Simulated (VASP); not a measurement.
Band structure of TeSe2 (space group C2). Level of theory: PBEsol GGA, VASP's PBE PAW potentials (set 64) (plane waves; VASP 6.6.1).

Without a dispersion term in the relaxation, distances and binding between the weakly bound layers, chains or molecules are unreliable, and so is what depends on them. Unless said otherwise, spin-orbit coupling is left out, though it shifts the bands of the heavy elements here.

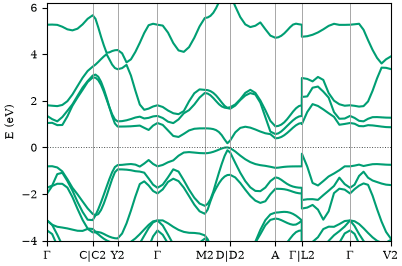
Bands along high-symmetry lines, zero at the valence-band maximum or, without a gap, the Fermi level

Read the plot: is there a gap, and where are the band edges?

The gap is direct, 0.18 eV, from the valence maximum at M2-D at 0.89 to the conduction minimum at M2-D at 0.89. (Edges off the drawn lines would not show.)

The structure comes from a computed database's TeSe2 entry (C2); how it stands against other phases isn't given here. It was relaxed first, which changed the volume by -15 %.
